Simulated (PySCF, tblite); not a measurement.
**CH8S2Si2: a rotation path, then NMR shifts on frames**

How do NMR shifts of CH8S2Si2 (`CS[SiH2]S[SiH3]`) change as the atoms move?

Computed with tblite 0.8.0 and PySCF 2.14.0, with density-fitted response routines of our own, on a single molecule in the gas phase. Atoms count from 0, in the outputs and in this text.

**1. The starting structure**

13 atoms, charge 0, multiplicity 1; geometry from: GFN2-xTB.

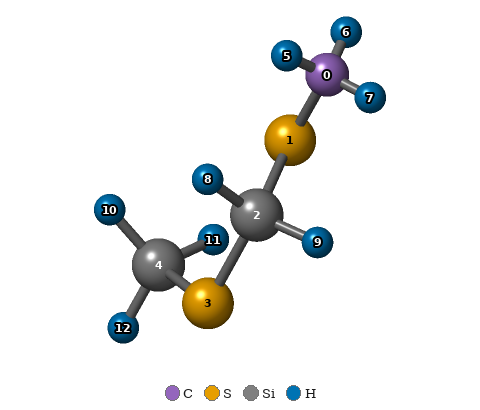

As it starts; carbon purple, sulfur amber, silicon grey, hydrogen blue, atoms numbered.

**2. A band between two rotamers with GFN2-xTB**

Job settings and geometry (Å):

```
{"job": {"kind": "neb", "xc": "GFN2-xTB", "basis": "xTB", "atoms": [1, 2, 3, 4], "turn": 120}, "charge": 0, "multiplicity": 1}
C     -2.546803     0.699254     0.064650
S     -0.851500     0.332918     0.608366
Si    -0.220167    -0.836228    -1.070300
S      1.796194    -1.481081    -0.838681
Si     2.800891     0.048458     0.312485
H     -2.519123     1.242409    -0.874307
H     -2.997668     1.313174     0.836746
H     -3.102366    -0.225901    -0.047825
H     -0.353889     0.000651    -2.256698
H     -1.018867    -2.046882    -1.151366
H      2.659932     1.305025    -0.411745
H      2.183466     0.097294     1.627882
H      4.165512    -0.448604     0.321816
```

With the program's defaults for keys left out, this is: GFN2-xTB climbing-image nudged elastic band, gas phase.

Run with:

```sh
$ OMP_NUM_THREADS=1 python probes_run.py task.json out
```

This one command runs all jobs of the session in turn.

The log of the run:

```text
image   E - E0 / eV
  0      -0.0000
  1       0.0026
  2       0.0054
  3       0.0075
  4       0.0079
  5       0.0066
  6       0.0043
  7       0.0025
  8      -0.0004
```

It took 5.1 s on 1 thread of Arm Neoverse N1, shared host; peak memory 0.18 GiB.

The final band, with the dihedral S1–Si2–S3–Si4:

| image | dihedral (°) | energy (eV) | energy (kcal/mol) |
| --- | --- | --- | --- |
| 0 | -31 | 0.000 | 0.0 |
| 1 | -23 | 0.003 | 0.1 |
| 2 | -14 | 0.005 | 0.1 |
| 3 | -5 | 0.008 | 0.2 |
| 4 | 5 | 0.008 | 0.2 |
| 5 | 14 | 0.007 | 0.2 |
| 6 | 24 | 0.004 | 0.1 |
| 7 | 33 | 0.002 | 0.1 |
| 8 | 43 | 0.000 | 0.0 |

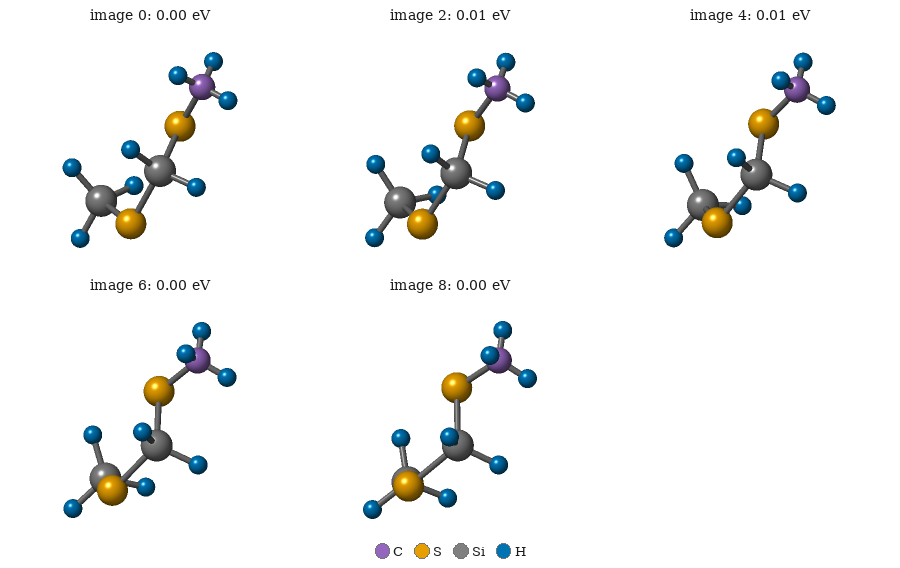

Images along the band.

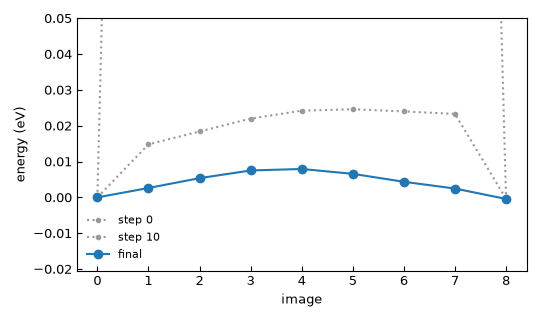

Energy along the band, early and final.

**3. Nuclear shieldings: image 0, PBE0/pcSseg-1**

Job settings and geometry (Å):

```
{"job": {"kind": "nmr", "xc": "PBE0", "basis": "pcSseg-1", "pop": false}, "charge": 0, "multiplicity": 1}
C     -2.546800     0.699300     0.064600
S     -0.851500     0.332900     0.608400
Si    -0.220200    -0.836200    -1.070300
S      1.796200    -1.481100    -0.838700
Si     2.800900     0.048500     0.312500
H     -2.519100     1.242400    -0.874300
H     -2.997700     1.313200     0.836700
H     -3.102400    -0.225900    -0.047800
H     -0.353900     0.000700    -2.256700
H     -1.018900    -2.046900    -1.151400
H      2.659900     1.305000    -0.411700
H      2.183500     0.097300     1.627900
H      4.165500    -0.448600     0.321800
```

With the program's defaults for keys left out, this is: GIAO PBE0/pcSseg-1 NMR shielding, non-relativistic, gas phase.

The log of the run:

```text
coarse grid: 12544 points
cycle   1  E = -1417.6492264819  dE =  1.847e-01  |g| = 3.106e-01  |ddm| = 3.261e+00
cycle   2  E = -1417.6479985497  dE =  1.228e-03  |g| = 3.292e-01  |ddm| = 8.829e-01
cycle   3  E = -1417.6780450385  dE = -3.005e-02  |g| = 3.471e-02  |ddm| = 4.765e-01
cycle   4  E = -1417.6783117535  dE = -2.667e-04  |g| = 1.302e-02  |ddm| = 5.861e-02
cycle   5  E = -1417.6783608328  dE = -4.908e-05  |g| = 3.591e-03  |ddm| = 2.120e-02
cycle   6  E = -1417.6783639902  dE = -3.157e-06  |g| = 9.682e-04  |ddm| = 4.570e-03
final grid: 101528 points
cycle   7  E = -1417.7103572848  dE = -1.745e-05  |g| = 5.944e-03  |ddm| = 2.122e-02
cycle   8  E = -1417.7103532759  dE =  4.009e-06  |g| = 6.977e-03  |ddm| = 1.204e-02
cycle   9  E = -1417.7103651780  dE = -1.190e-05  |g| = 5.205e-04  |ddm| = 7.014e-03
cycle  10  E = -1417.7103652528  dE = -7.488e-08  |g| = 9.855e-05  |ddm| = 6.916e-04
cycle  11  E = -1417.7103652553  dE = -2.462e-09  |g| = 3.265e-05  |ddm| = 1.653e-04
cycle  12  E = -1417.7103652557  dE = -3.422e-10  |g| = 7.941e-06  |ddm| = 5.263e-05
converged SCF energy = -1417.7103652557

GIAO shielding tensors (ppm)
atom      isotropic    diamagn.    paramagn.     s11        s22        s33       span
  0 C      173.677     251.090     -77.413    162.530    166.280    192.222     29.692
  1 S      708.776    1061.035    -352.259    609.263    631.013    886.052    276.789
  2 Si     360.494     880.208    -519.713    321.085    349.535    410.864     89.779
  3 S      834.680    1060.158    -225.478    766.248    839.994    897.798    131.550
  4 Si     408.618     879.695    -471.077    378.758    403.719    443.376     64.618
  5 H       29.814      30.124      -0.310     23.921     27.856     37.666     13.744
  6 H       29.538      29.272       0.266     23.671     26.646     38.297     14.626
  7 H       29.771      29.568       0.202     23.830     27.598     37.884     14.055
  8 H       26.241      29.879      -3.638     21.859     25.198     31.666      9.807
  9 H       26.388      29.430      -3.042     22.003     24.994     32.167     10.164
 10 H       26.931      29.590      -2.659     23.218     25.073     32.502      9.284
 11 H       26.939      30.075      -3.136     22.312     26.646     31.860      9.549
 12 H       27.140      28.522      -1.383     23.084     24.778     33.557     10.473
```

It took 37 s on 1 thread of Arm Neoverse N1, shared host; peak memory 0.69 GiB.

Shifts follow as δ = σ(reference) − σ, with reference shieldings (ppm) from runs at the same level and on the same kind of geometry: 1H TMS 31.72, 13C TMS 186.9, 29Si TMS 349.2, 33S CS2 504. The references are single molecules in the gas phase. Each atom is listed at this fixed geometry, with no averaging over motion; a spectrum would average atoms that exchange fast.

| atoms | environment | σ (ppm) | δ (ppm) |
| --- | --- | --- | --- |
| C0 | methyl carbon bonded to S | 173.7 | 13.2 |
| H8 | hydrogen on a silicon bonded to 2 S | 26.24 | 5.48 |
| H9 | hydrogen on a silicon bonded to 2 S | 26.39 | 5.33 |
| H10 | hydrogen on a silicon bonded to S | 26.93 | 4.79 |
| H11 | hydrogen on a silicon bonded to S | 26.94 | 4.78 |
| H12 | hydrogen on a silicon bonded to S | 27.14 | 4.58 |
| H6 | hydrogen on a methyl carbon bonded to S | 29.54 | 2.18 |
| H7 | hydrogen on a methyl carbon bonded to S | 29.77 | 1.95 |
| H5 | hydrogen on a methyl carbon bonded to S | 29.81 | 1.90 |
| S1 | sulfur bonded to C, Si | 709 | -205 |
| S3 | sulfur bonded to 2 Si | 835 | -331 |
| Si2 | silicon bonded to 2 S, 2 H | 360.5 | -11.3 |
| Si4 | silicon bonded to S, 3 H | 408.6 | -59.5 |

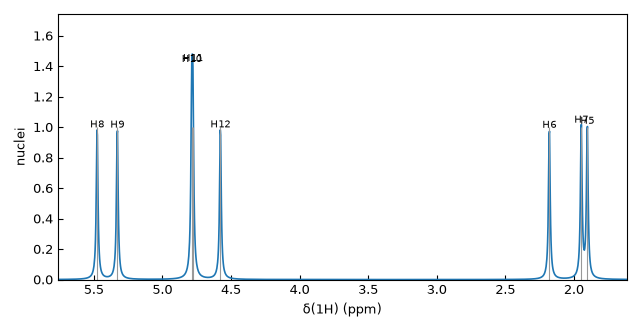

1H lines at the computed shifts, without couplings. Lines are broadened to a width of 0.01 ppm (Lorentzian).

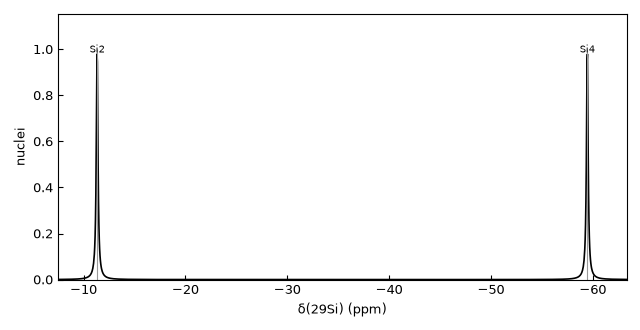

29Si lines at the computed shifts, without couplings. Lines are broadened to a width of 0.19 ppm (Lorentzian).

Orbitals, density, ELF and potential are computed afterwards from the orbital file.

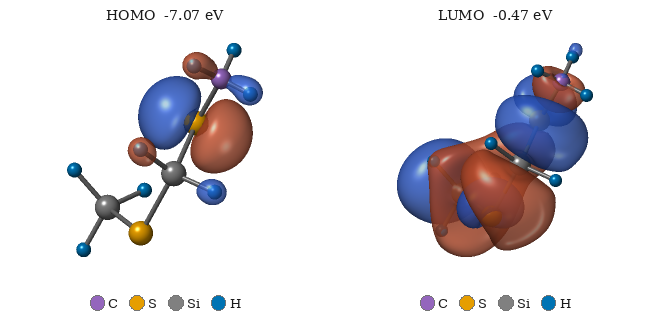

Frontier orbitals at PBE0/pcSseg-1; each surface holds 70 % of the orbital's density, blue and red mark the sign.

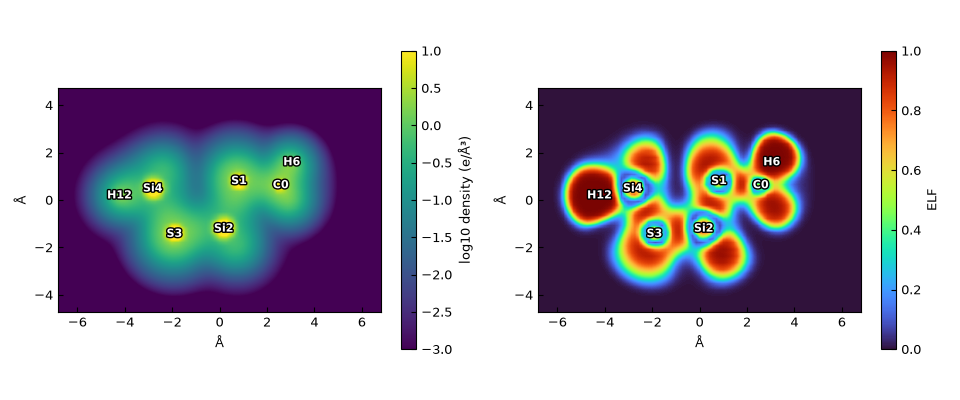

Density (left) and ELF (right) in a plane through or near 7 of the atoms.

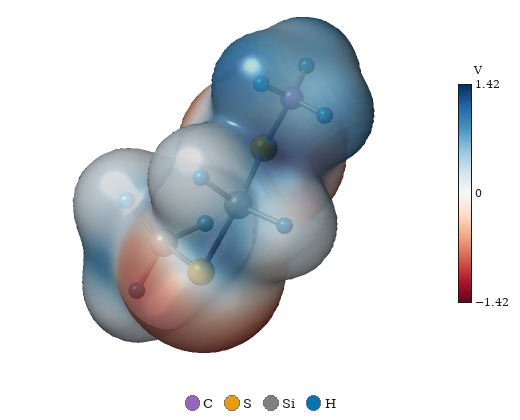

Electrostatic potential on the surface of density 0.002 e/bohr³; red is low, blue high. It runs from -0.94 V near S3 to 1.42 V near Si4.

**4. Shielding tensors: image 2, PBE0/pcSseg-1**

Job settings and geometry (Å):

```
{"job": {"kind": "nmr", "xc": "PBE0", "basis": "pcSseg-1", "pop": false}, "charge": 0, "multiplicity": 1}
C     -2.510900     0.741400     0.046500
S     -0.754900     0.500600     0.451900
Si    -0.213700    -0.847700    -1.122800
S      1.845700    -1.376200    -1.001000
Si     2.766000     0.026100     0.365600
H     -2.603100     1.169500    -0.947000
H     -2.909900     1.427300     0.784900
H     -3.031300    -0.208500     0.101800
H     -0.464400    -0.166200    -2.385500
H     -0.976300    -2.078200    -0.986300
H      2.501500     1.370400    -0.126000
H      2.181600    -0.209000     1.676600
H      4.165200    -0.349200     0.262400
```

Level: GIAO PBE0/pcSseg-1 NMR shielding, non-relativistic, gas phase.

The log of the run:

```text
coarse grid: 12544 points
cycle   1  E = -1417.6478230073  dE =  1.860e-01  |g| = 3.105e-01  |ddm| = 3.264e+00
cycle   2  E = -1417.6468954141  dE =  9.276e-04  |g| = 3.279e-01  |ddm| = 8.776e-01
cycle   3  E = -1417.6765620549  dE = -2.967e-02  |g| = 3.499e-02  |ddm| = 4.725e-01
cycle   4  E = -1417.6768326234  dE = -2.706e-04  |g| = 1.340e-02  |ddm| = 5.942e-02
cycle   5  E = -1417.6768842142  dE = -5.159e-05  |g| = 3.675e-03  |ddm| = 2.136e-02
cycle   6  E = -1417.6768874185  dE = -3.204e-06  |g| = 1.012e-03  |ddm| = 4.456e-03
final grid: 101528 points
cycle   7  E = -1417.7087717907  dE = -1.721e-05  |g| = 5.940e-03  |ddm| = 2.157e-02
cycle   8  E = -1417.7087680642  dE =  3.726e-06  |g| = 6.901e-03  |ddm| = 1.213e-02
cycle   9  E = -1417.7087796570  dE = -1.159e-05  |g| = 5.279e-04  |ddm| = 7.010e-03
cycle  10  E = -1417.7087797337  dE = -7.669e-08  |g| = 1.022e-04  |ddm| = 6.772e-04
cycle  11  E = -1417.7087797364  dE = -2.711e-09  |g| = 3.062e-05  |ddm| = 1.621e-04
cycle  12  E = -1417.7087797367  dE = -2.981e-10  |g| = 8.191e-06  |ddm| = 5.049e-05
converged SCF energy = -1417.7087797367

GIAO shielding tensors (ppm)
atom      isotropic    diamagn.    paramagn.     s11        s22        s33       span
  0 C      173.363     250.712     -77.348    162.079    165.570    192.441     30.362
  1 S      718.519    1061.302    -342.783    611.938    639.103    904.516    292.578
  2 Si     360.121     880.157    -520.035    326.255    346.931    407.178     80.923
  3 S      846.201    1060.123    -213.922    765.022    859.240    914.340    149.318
  4 Si     408.427     879.690    -471.263    377.897    403.590    443.794     65.898
  5 H       29.759      29.785      -0.026     23.874     27.697     37.707     13.833
  6 H       29.538      29.293       0.244     23.648     26.674     38.291     14.643
  7 H       29.755      29.670       0.085     23.774     27.596     37.895     14.122
  8 H       26.193      29.623      -3.430     21.803     25.053     31.725      9.922
  9 H       26.280      29.454      -3.175     21.926     24.917     31.996     10.070
 10 H       26.845      29.848      -3.004     22.909     25.577     32.047      9.138
 11 H       26.902      30.046      -3.144     22.660     25.977     32.070      9.410
 12 H       27.136      28.530      -1.394     23.094     24.802     33.513     10.418
```

Run time: 26 s. Hardware: 1 thread of Arm Neoverse N1, shared host; peak memory 0.82 GiB.

Key values: δ C0 13.6, S1 -215, S3 -342, Si2 -11.0, H8 5.52, H9 5.44 ppm.

[end of part 1 of 2]
